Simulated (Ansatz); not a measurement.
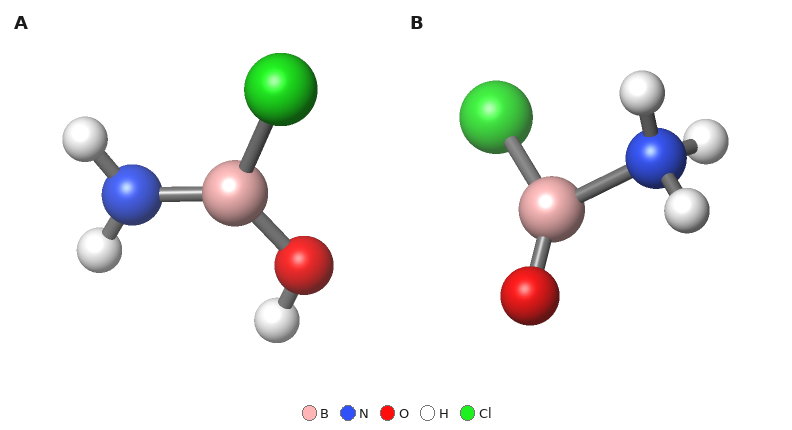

2 stationary structures of one formula. Geometries: PBE0-D4/def2-TZVP. Electronic energies: CCSD(T)/CBS (MP2 limit from def2-TZVPP and def2-QZVPP plus CCSD(T) − MP2) (Ansatz 0.2.0), without zero-point energy. Each is one conformer, not always the lowest.

### Which structure is the most stable?

A is lowest (Cs, a minimum); B lies 118.5 kJ/mol above it (Cs, a minimum).
